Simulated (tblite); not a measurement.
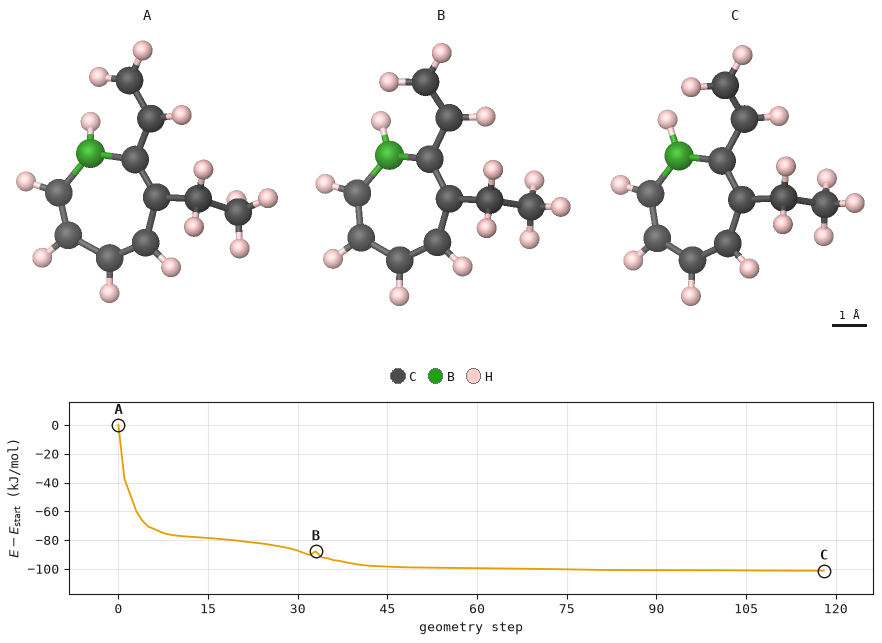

Frames of a relaxation of C10H13B, marked on the history of the run. A ball-and-stick model, seen at a tilt.

Method: tblite, GFN2-xTB geometry optimisation, gas phase. 

Q: Describe the path.

A: An H atom moves most after the best rigid fit: 1.34 Å. Largest moves by element: H 1.34 Å, C 0.45 Å, B 0.21 Å. Near-neighbour distances that change, for instance: C–C 1.491 → 1.416 Å, B–C 1.584 → 1.521 Å, C–C 1.472 → 1.410 Å, C–C 1.322 → 1.379 Å. Among the angles between lasting bonds that change: C–C–H 124.8° → 116.4°, C–C–H 112.3° → 119.3°, C–C–H 120.1° → 114.2°. Groups turn about C–C by about 55°, C–C by about 30°. Over 118 geometry steps the energy falls by 101.2 kJ/mol. From step 0 to 33: an H atom moves most (0.83 Å), energy −87.8 kJ/mol. From step 33 to 118: H atoms move most (0.54 Å), energy −13.4 kJ/mol.
